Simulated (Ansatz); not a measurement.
# C5H15NO4W: the cost of one run

Program: Ansatz 0.2.0, Gaussian basis. Level of theory: one geometry, several basis sets. These are calculated values, not measurements.

Plan: PBE0-D4/def2-SVP; ωB97M-V/def2-SVP; PBE0-D4/def2-QZVPP; ωB97M-V/def2-QZVPP; the functionals' def2-TZVPP values are taken from earlier runs.

**1. The geometry**

All runs share one geometry, relaxed beforehand with PBE0-D4 in a triple-zeta def2 set. W takes the def2 core potential; no spin-orbit term is included.

SMILES `C[N]=[W]([O]C)([O]C)([O]C)[O]C`, 26 atoms, charge 0, spin multiplicity 1.

Atoms are counted from 1 here; the program's logs count them from 0.

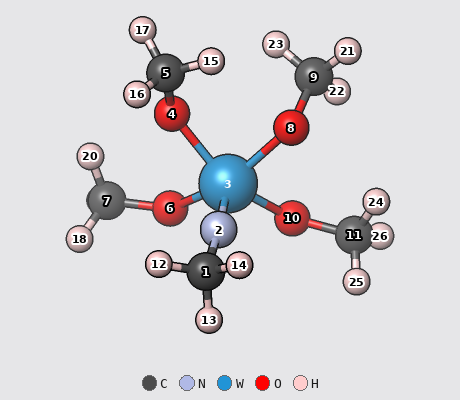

The geometry (carbon dark grey, nitrogen light blue, tungsten blue, oxygen red, hydrogen pink); atoms are numbered from 1 in the order of the file.

**2. PBE0-D4 in def2-SVP**

The input, in.yaml:

```yaml
crystal:
  periodic: [false, false, false]
  atoms:
    - {symbol: C, position_ang: [-0.516027, -2.833672, -1.189045]}
    - {symbol: N, position_ang: [-0.198766, -1.550849, -0.689253]}
    - {symbol: W, position_ang: [0.185010, 0.081279, -0.276413]}
    - {symbol: O, position_ang: [-1.485943, 0.905288, 0.238437]}
    - {symbol: C, position_ang: [-2.437262, 0.471102, 1.164232]}
    - {symbol: O, position_ang: [0.004734, 1.162540, -1.810687]}
    - {symbol: C, position_ang: [-1.009142, 1.767029, -2.548928]}
    - {symbol: O, position_ang: [0.456573, -0.167713, 1.623550]}
    - {symbol: C, position_ang: [0.713176, 0.895802, 2.495308]}
    - {symbol: O, position_ang: [2.069763, 0.323519, -0.401213]}
    - {symbol: C, position_ang: [3.157688, -0.341155, 0.165899]}
    - {symbol: H, position_ang: [-1.560378, -2.879672, -1.514845]}
    - {symbol: H, position_ang: [0.119342, -3.086714, -2.044271]}
    - {symbol: H, position_ang: [-0.364700, -3.593468, -0.414846]}
    - {symbol: H, position_ang: [-1.960877, 0.036477, 2.050828]}
    - {symbol: H, position_ang: [-3.086960, -0.293207, 0.720636]}
    - {symbol: H, position_ang: [-3.058827, 1.317456, 1.473374]}
    - {symbol: H, position_ang: [-1.327264, 1.112527, -3.368122]}
    - {symbol: H, position_ang: [-0.644155, 2.706950, -2.972857]}
    - {symbol: H, position_ang: [-1.869328, 1.972826, -1.901882]}
    - {symbol: H, position_ang: [0.792357, 0.514761, 3.517673]}
    - {symbol: H, position_ang: [1.653535, 1.404664, 2.242563]}
    - {symbol: H, position_ang: [-0.092063, 1.642216, 2.465966]}
    - {symbol: H, position_ang: [2.932575, -0.644887, 1.195322]}
    - {symbol: H, position_ang: [3.403443, -1.239566, -0.411650]}
    - {symbol: H, position_ang: [4.029194, 0.320165, 0.170120]}
basis:
  gaussian: {orbitals: def2-SVP}
hamiltonian: {xc: pbe0, dispersion: d4}
output: {orbitals: {seedname: orbitals}}
```

The run is started by

```bash
$ ansatz run in.yaml --threads 11 --pin off --events-out ev --progress --plain --max-ram 166912MiB --backend cpu
```

What time and memory should one allow on 11 threads of AMD EPYC 7R13, shared host?

About 3.8 s, with a peak of 1.4 GiB.
